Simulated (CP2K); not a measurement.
# GFN2-xTB run of C2H7BN2 (SMILES CC1NB1N)

Aim: the vertical ionisation energy of C2H7BN2 at GFN2-xTB, from 2 runs. 

The calculation is run with CP2K 2026.2.

2 further runs of the same task are left out: 2 set aside as unsound or not needed.

## 1. The structure to begin with

C2H7BN2: 12 atoms, total charge 0, spin state singlet. SMILES: `CC1NB1N`. Geometry: relaxed at GFN2-xTB.

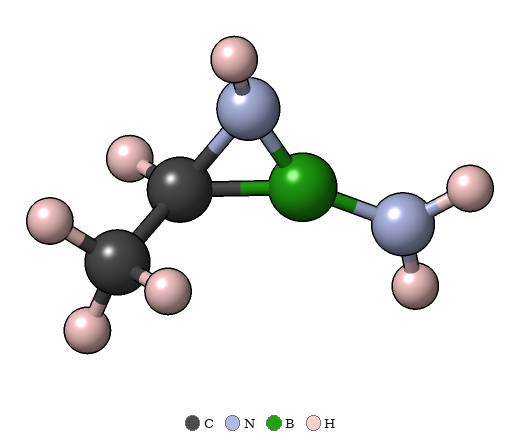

The structure, seen from a chosen angle (carbon dark grey, nitrogen light blue, boron green, hydrogen pink).

## 2. Energy and forces at GFN2-xTB

File job.inp:

```
&GLOBAL
 PROJECT_NAME job
 RUN_TYPE ENERGY_FORCE
 PRINT_LEVEL MEDIUM
&END GLOBAL

&FORCE_EVAL
 METHOD QUICKSTEP
 &DFT
  CHARGE 0
  MULTIPLICITY 1
  &QS
   METHOD XTB
   EPS_DEFAULT 1.0E-10
   &XTB
    GFN_TYPE TBLITE
    &TBLITE
     METHOD GFN2
    &END TBLITE
    CHECK_ATOMIC_CHARGES F
   &END XTB
  &END QS
  &POISSON
   PERIODIC NONE
   POISSON_SOLVER ANALYTIC
  &END POISSON
  &SCF
   SCF_GUESS ATOMIC
   EPS_SCF 1.0E-07
   MAX_SCF 150
   ADDED_MOS 2
   &DIAGONALIZATION
    ALGORITHM STANDARD
   &END DIAGONALIZATION
   &MIXING
    METHOD DIRECT_P_MIXING
    ALPHA 0.4
   &END MIXING
  &END SCF
  &PRINT
   &MOMENTS
    PERIODIC F
    REFERENCE COM
    MAX_MOMENT 1
   &END MOMENTS
   &MO ON
    ENERGIES T
    OCCUPATION_NUMBERS T
    NDIGITS 6
    &EACH
     QS_SCF 0
    &END EACH
    ADD_LAST NUMERIC
   &END MO
   &HIRSHFELD OFF
   &END HIRSHFELD
  &END PRINT
 &END DFT
 &SUBSYS
  &CELL
   ABC [angstrom] 13.8 13.9 14.1
   PERIODIC NONE
  &END CELL
  &COORD
   C     -1.253970     0.675740     0.953320
   C     -0.057780     0.795230     0.023980
   N      1.206740     0.186340     0.454010
   B      0.631370    -0.426800    -0.626730
   N      0.761400    -1.468310    -1.532910
   H     -2.168770     0.925390     0.417970
   H     -1.162870     1.354180     1.803730
   H     -1.341760    -0.341280     1.331860
   H      0.055940     1.815980    -0.350420
   H      1.662640     0.207400     1.343850
   H      1.518500    -2.127670    -1.500950
   H      0.148550    -1.596200    -2.317720
  &END COORD
  &TOPOLOGY
   &CENTER_COORDINATES
   &END CENTER_COORDINATES
  &END TOPOLOGY
 &END SUBSYS
 &PRINT
  &FORCES ON
  &END FORCES
 &END PRINT
&END FORCE_EVAL
```

On the command line:

```
$ OMP_NUM_THREADS=1 cp2k.psmp -i job.inp > job.out 2>&1
```

The log of the run (excerpt; [...] marks lines left out):

```text
CP2K| version string:                                       CP2K version 2026.2
[...]
 GLOBAL| Method name                                                        CP2K
[...]
 GLOBAL| Run type                                                   ENERGY_FORCE
[...]
                             - Atoms:                                         12
[...]
                             - Spherical basis functions:                     27
[...]
 Number of electrons:                                                         28
[...]
  *** SCF run converged in    16 steps ***
[...]
  Fermi energy:                                                -0.15292786726887
[...]
 TB_DIPOLE| Moment [Debye]          0.26864899      -1.48836953      -1.17051129
 TB_DIPOLE| Derivative [a.u.]       0.00000000       0.00000000       0.00000000
[...]
 ENERGY| Total FORCE_EVAL ( QS ) energy [hartree]            -14.915987318275555
 FORCES| Atomic forces [hartree/bohr]
 FORCES|   Atom     x               y               z               |f|
 FORCES|      1 -7.87584322E-05  7.95745717E-05  7.56358762E-05   1.35113985E-04
 FORCES|      2  4.18721924E-05  6.14732533E-05 -6.75327232E-05   1.00463476E-04
 FORCES|      3 -1.04694321E-04 -5.57302860E-05  1.92586235E-04   2.26177416E-04
 FORCES|      4  9.73962810E-05 -7.71233658E-05  7.02316118E-05   1.42711346E-04
 FORCES|      5 -2.21494086E-04  5.54013269E-05 -2.27747034E-04   3.22486664E-04
 FORCES|      6  1.55730612E-04 -6.04858276E-05  1.19210673E-04   2.05235824E-04
 FORCES|      7 -1.49197380E-05 -1.48489311E-04 -1.20270224E-04   1.91667944E-04
 FORCES|      8 -3.46132921E-05  9.12571309E-05 -7.91910299E-05   1.25686766E-04
 FORCES|      9 -3.10896115E-05  1.20038582E-05  2.63763444E-06   3.34307294E-05
 FORCES|     10 -2.92293045E-06  7.04845265E-05 -1.83761930E-04   1.96837646E-04
 FORCES|     11 -4.12958299E-05 -5.98461242E-05 -3.88819185E-05   8.24542766E-05
 FORCES|     12  2.34789155E-04  3.14802468E-05  2.57082830E-04   3.49583373E-04
 FORCES| Sum     3.02655036E-16  2.66700182E-16  9.06393016E-17
[...]
```

Run time: 0.28 s. Hardware: 1 thread of Arm Neoverse V1, shared host.

## 3. The doublet cation at the same level

File job.inp:

```
&FORCE_EVAL
  METHOD QS
  &DFT
    CHARGE 1
    MULTIPLICITY 2
    LSD T
    &QS
      METHOD XTB
      EPS_DEFAULT 1.0E-10
      &XTB
        GFN_TYPE TBLITE
        &TBLITE
          METHOD GFN2
        &END
        CHECK_ATOMIC_CHARGES F
      &END
    &END
    &POISSON
      PERIODIC NONE
      POISSON_SOLVER ANALYTIC
    &END
    &SCF
      SCF_GUESS ATOMIC
      EPS_SCF 1.0E-07
      MAX_SCF 150
      ADDED_MOS 8
      &DIAGONALIZATION
        ALGORITHM STANDARD
      &END
      &MIXING
        METHOD DIRECT_P_MIXING
        ALPHA 0.4
      &END
      &SMEAR ON
        METHOD FERMI_DIRAC
        ELECTRONIC_TEMPERATURE [K] 300
      &END
    &END
    &PRINT
      &MOMENTS
        PERIODIC F
        REFERENCE COM
        MAX_MOMENT 1
      &END
      &MO ON
        ENERGIES T
        OCCUPATION_NUMBERS T
        NDIGITS 6
        &EACH
          QS_SCF 0
        &END
        ADD_LAST NUMERIC
      &END
      &HIRSHFELD OFF
      &END
    &END
  &END
  &SUBSYS
    &CELL
      ABC 13.8 13.9 14.1
      PERIODIC NONE
    &END
    &COORD
      C     -1.253970     0.675740     0.953320
      C     -0.057780     0.795230     0.023980
      N      1.206740     0.186340     0.454010
      B      0.631370    -0.426800    -0.626730
      N      0.761400    -1.468310    -1.532910
      H     -2.168770     0.925390     0.417970
      H     -1.162870     1.354180     1.803730
      H     -1.341760    -0.341280     1.331860
      H      0.055940     1.815980    -0.350420
      H      1.662640     0.207400     1.343850
      H      1.518500    -2.127670    -1.500950
      H      0.148550    -1.596200    -2.317720
    &END
    &TOPOLOGY
      &CENTER_COORDINATES
      &END
    &END
  &END
  &PRINT
    &FORCES ON
    &END
  &END
&END
&GLOBAL
  PROJECT job
  RUN_TYPE ENERGY_FORCE
  PRINT_LEVEL MEDIUM
&END
```

On the command line:

```
$ OMP_NUM_THREADS=1 cp2k.psmp -i job.inp > job.out 2>&1
```

The log of the run (excerpt; [...] marks lines left out):

```text
CP2K| version string:                                       CP2K version 2026.2
[...]
 GLOBAL| Method name                                                        CP2K
[...]
 GLOBAL| Run type                                                   ENERGY_FORCE
[...]
                             - Atoms:                                         12
[...]
                             - Spherical basis functions:                     27
[...]
 Number of electrons:                                                         14
[...]
  *** SCF run converged in    22 steps ***
[...]
  Fermi energy:                                                -0.59169466762924
[...]
 TB_DIPOLE| Moment [Debye]          0.10445112      -0.71830156      -0.61660523
 TB_DIPOLE| Derivative [a.u.]       0.00000000       0.00000000       0.00000000
[...]
 ENERGY| Total FORCE_EVAL ( QS ) energy [hartree]            -14.447732380277243
 FORCES| Atomic forces [hartree/bohr]
 FORCES|   Atom     x               y               z               |f|
 FORCES|      1  1.16391874E-02  2.35979984E-03 -6.21653017E-03   1.34046479E-02
 FORCES|      2 -1.93886328E-03  6.77347333E-03  3.31134609E-02   3.38546957E-02
 FORCES|      3 -1.77160823E-02  1.74408315E-02  3.92870366E-04   2.48635581E-02
 FORCES|      4  1.60901287E-02 -3.93155483E-02 -4.01045750E-02   5.84207285E-02
 FORCES|      5 -5.74503131E-03  2.40453015E-02  1.81725957E-02   3.06826521E-02
 FORCES|      6  1.81082006E-03  3.44583077E-03 -6.29025630E-04   3.94315764E-03
 FORCES|      7 -2.78811518E-03  3.20152450E-04  1.62430964E-03   3.24260168E-03
 FORCES|      8  2.23108247E-03  6.30633782E-04  2.02413282E-03   3.07774944E-03
 FORCES|      9 -1.96554209E-03 -5.82221707E-03 -1.12667403E-02   1.28335889E-02
 FORCES|     10 -3.19399704E-03 -6.34061414E-03  7.18759571E-03   1.01027985E-02
 FORCES|     11  6.35883457E-03  3.68505675E-04 -2.88228529E-03   6.99129044E-03
 FORCES|     12 -4.78242196E-03 -3.90614926E-03 -1.41580866E-03   6.33514610E-03
 FORCES| Sum    -3.98986399E-17 -2.67581096E-16 -9.49761103E-17
[...]
```

It took 0.32 s on 1 thread of Arm Neoverse V1, shared host.

## 4. Outcome

Level: GFN2-xTB.

```
                                                  quantity         value
                             singlet C2H7BN2: total energy  -14.91599 Eh
singlet C2H7BN2: dipole moment (from atomic charges alone)        1.91 D
                              singlet C2H7BN2: HOMO energy      -9.38 eV
                              singlet C2H7BN2: LUMO energy      -3.27 eV
                            singlet C2H7BN2: HOMO–LUMO gap       6.11 eV
                 singlet C2H7BN2: largest force on an atom    0.018 eV/Å
                              doublet cation: total energy  -14.44773 Eh
        doublet cation: HOMO energy (highest over α and β)     -16.23 eV
         doublet cation: LUMO energy (lowest over α and β)     -15.97 eV
                  doublet cation: largest force on an atom    3.004 eV/Å
        vertical ionisation energy (to the doublet cation)     12.742 eV
```

What this shows: Removing an electron at fixed nuclei costs 12.74 eV (294 kcal/mol). xTB total energies overstate such differences by several eV unless an empirical shift is taken off; none is applied here. The dipole (singlet C2H7BN2) comes from point charges on the atoms alone, without atomic dipoles, so it is partial.
